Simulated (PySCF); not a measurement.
**H$_{4}$HfO$_{4}$, SMILES `O[Hf](O)(O)O`: what the electrons do**

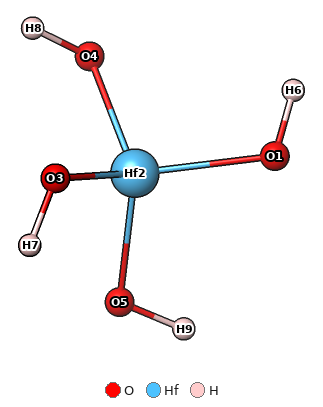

The molecule, with its atoms numbered as below. No frequency check shows the geometry to be a minimum.

Cartesian coordinates (Å):

```
O1       1.6022    0.3776    0.8937
Hf2     -0.0000   -0.0001    0.0002
O3      -1.6020   -0.3774    0.8937
O4      -0.3777    1.6014   -0.8943
O5       0.3779   -1.6011   -0.8943
H6       1.8420    1.3057    0.7862
H7      -1.8419   -1.3055    0.7862
H8      -1.3065    1.8394   -0.7884
H9       1.3066   -1.8392   -0.7884
```

Part 1: Bonding charge

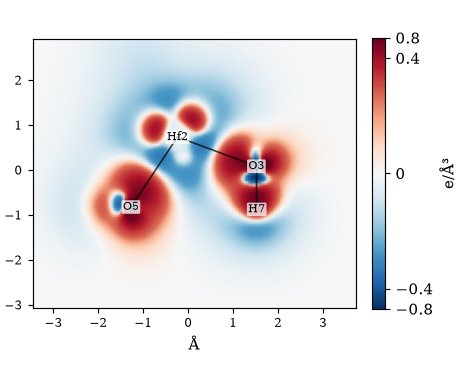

Deformation density (molecule less spherical, spin-averaged free atoms) in the plane of Hf2, O3, O5 and H7; colour scale in e/Å³, logarithmic beyond ±0.1; red: gain, blue: loss.

PySCF calculation, ωB97X/def2-TZVP, gas phase; geometry: GFN2-xTB. Core potentials replace the inner electrons of Hf; spin–orbit coupling isn't included. This is a single-reference result, which may miss multireference character in this system.

> Describe the bonding that the map shows.

Hf2–O5 and Hf2–O3: +0.09 e/Å³ at the bond critical point (bond length 1.87 Å, Mayer order 1.1); up to 0.6 Å beside the axis the gain reaches +0.39 e/Å³. In all, 2.6 electrons gather in the regions of gain relative to the promolecule. A small or negative value marks a very polar bond, one between electron-rich atoms, whose free-atom densities already overlap strongly, a long bond to a heavier atom, or a closed-shell contact such as a hydrogen bond.

> Where do the Hirshfeld charges lie?

The highest Hirshfeld charge is on Hf2 (+0.89 e), the lowest on O1, O3, O4 and O5 (−0.39 e).

```
atom  charge (e)
  O1       −0.39
 Hf2       +0.89
  O3       −0.39
  O4       −0.39
  O5       −0.39
  H6       +0.16
  H7       +0.16
  H8       +0.16
  H9       +0.16
```

Part 2: Local ionisation energy

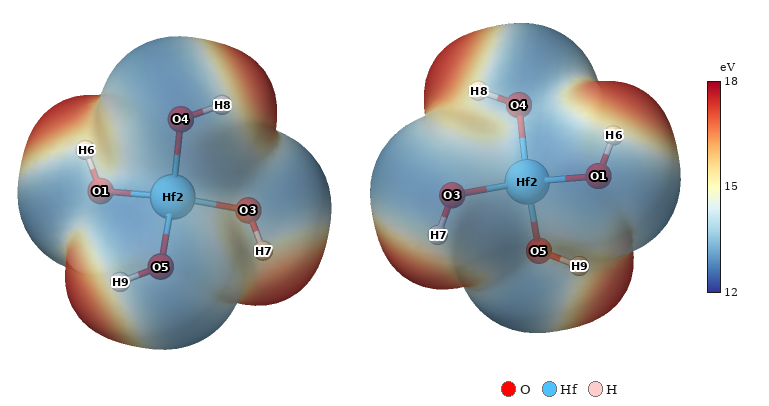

Average local ionisation energy on the surface of electron density 0.001 a.u. (back view left, front view right).

> Locate the minima of the map.

The lowest value is 12.9 eV, 1.9 Å from O1, and at like points elsewhere. Further minima include 13.0 eV, 1.9 Å from O4, and at like points elsewhere. For comparison, the highest occupied orbital lies at −11.4 eV.

> What volume does the surface enclose, and what is the dipole moment?

About 111 Å³; the dipole moment is 0.0 D.

Part 3: In an electric field

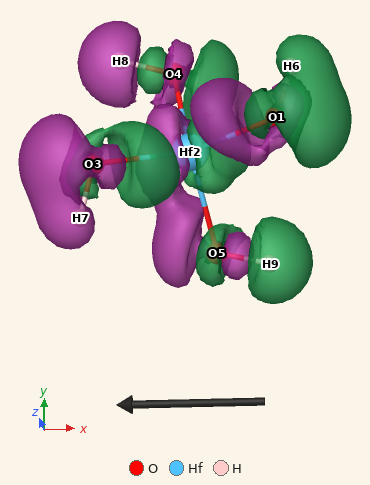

Change of the electron density in a uniform field of 0.21 V/Å along −x (arrow), surfaces at ±0.0015 e/Å³ (green: gain, purple: loss).

PySCF calculation, ωB97X/def2-TZVP, gas phase; geometry: GFN2-xTB. Core potentials replace the inner electrons of Hf; spin–orbit coupling isn't included. This is a single-reference result, which may miss multireference character in this system. A basis without diffuse functions makes polarisabilities too small.

The field was applied in both directions; the picture shows the one opposite to the script's first.

> How large is the response?

The induced dipole is 0.49 D (along the field); α along this axis, from the fields in both directions, is 48 bohr³ (7.2 Å³).
